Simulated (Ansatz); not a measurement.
Input

```
crystal:
  periodic: [false, false, false]
  atoms:
    - { symbol: Zr, position_ang: [0.0, 0.0, 0.0] }
    - { symbol: Cl, position_ang: [0.0, 0.0, 2.52] }
    - { symbol: Cl, position_ang: [2.3764, 0.0, -0.8392] }
    - { symbol: Cl, position_ang: [-1.1869, 2.0563, -0.8392] }
    - { symbol: Cl, position_ang: [-1.1869, -2.0563, -0.8392] }
basis:
  gaussian: { orbitals: def2-SVP }
hamiltonian:
  xc: pbe
  dispersion: d4
relax:
  f_tol: 0.02
  max_steps: 40
output:
  orbitals: {}
```

Command:

```sh
ansatz run input.yaml --threads 2 --pin off --max-ram 3072MiB --backend cpu --events-out ev --progress --plain --runs-dir out
```

The fields are those of the run's last geometry, not of the input's.

Core potentials replace the inner electrons of Zr.

Computed with Ansatz, RKS PBE-D4/def2-SVP.

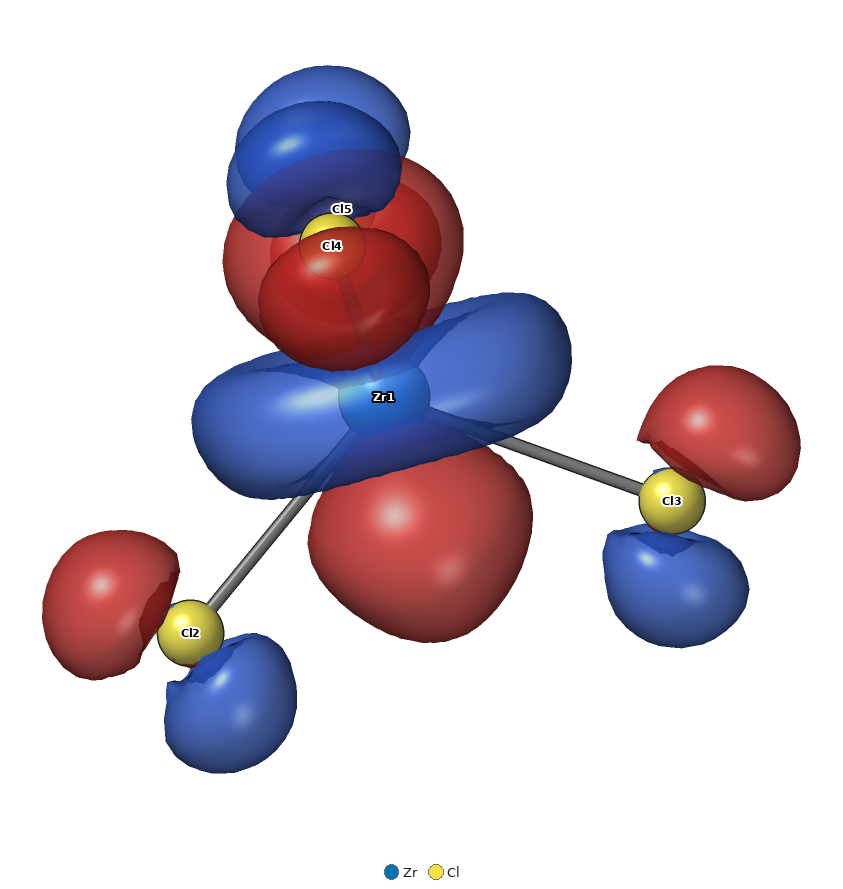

Cl$_{4}$Zr. The LUMO at ±0.1 Å⁻³ᐟ² (blue and red are the two phases), seen across its widest extent.

### What is the character of this orbital?

It lies mainly on Zr1 (about 70 %), Cl2 (about 10 %), Cl3 (about 10 %), Cl4 (about 10 %) and Cl5 (about 10 %). It is one of a degenerate set, so its orientation is arbitrary. Its energy is −3.43 eV.
